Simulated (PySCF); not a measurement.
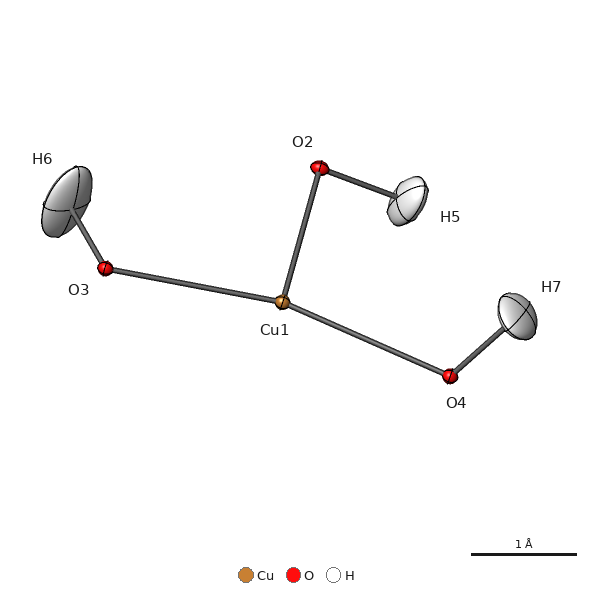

Displacement ellipsoids at the 50 % level, from the internal vibrations of the free molecule (harmonic, no overall translation or rotation; no half-axis is drawn under 0.075 Å). The species is neutral and a spin singlet. Vibrations computed with RKS-based PBE0, Cu def2-SVP, O def2-SVP, H def2-SVP; non-relativistic; density fitting (PySCF 2.14.0). Temperature: 0 K (zero-point motion alone).

Give the displacement parameters, one line for each set of equivalent atoms.

```json
{"atom": "Cu1", "U_eq (Å²)": "0.00038", "rms amplitudes (Å)": "0.016, 0.019, 0.022"}
{"atom": "O2", "U_eq (Å²)": "0.0018", "rms amplitudes (Å)": "0.019, 0.040, 0.058"}
{"atom": "O3", "U_eq (Å²)": "0.0018", "rms amplitudes (Å)": "0.038, 0.041, 0.048"}
{"atom": "O4", "U_eq (Å²)": "0.0018", "rms amplitudes (Å)": "0.037, 0.038, 0.052"}
{"atom": "H5", "U_eq (Å²)": "0.0228", "rms amplitudes (Å)": "0.082, 0.140, 0.205"}
{"atom": "H6", "U_eq (Å²)": "0.0389", "rms amplitudes (Å)": "0.075, 0.169, 0.287"}
{"atom": "H7", "U_eq (Å²)": "0.0262", "rms amplitudes (Å)": "0.074, 0.155, 0.221"}
```

The search tried a few shapes and spins; others may lie lower.
